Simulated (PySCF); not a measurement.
SMILES C[S][Be][O][SiH3] at its PBE0/def2-SVP optimised geometry (Å):

```
11

Be    -1.5607    -1.8560     2.4645
S     -2.1967    -2.8031     3.9856
C     -4.0071    -2.5600     3.8327
H     -4.2822    -1.4972     3.8684
H     -4.4643    -3.0632     4.6952
H     -4.4041    -3.0170     2.9162
O     -1.0657    -1.1574     1.3356
Si    -0.5034    -0.3671     0.0000
H     -0.9899     1.0452     0.0000
H     -0.9895    -1.0452    -1.2392
H      0.9899    -0.3671     0.0000
```

Calculation: PySCF with PBE0/def2-TZVP. Cells within 0.4 Å of a nucleus heavier than hydrogen are left out (blank, or x).

Map of the electron localisation function on the plane z = 0.0 Å:

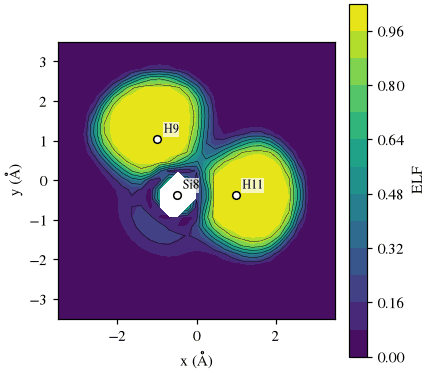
Figure: Electron localisation function on the plane z = 0.0 Å.
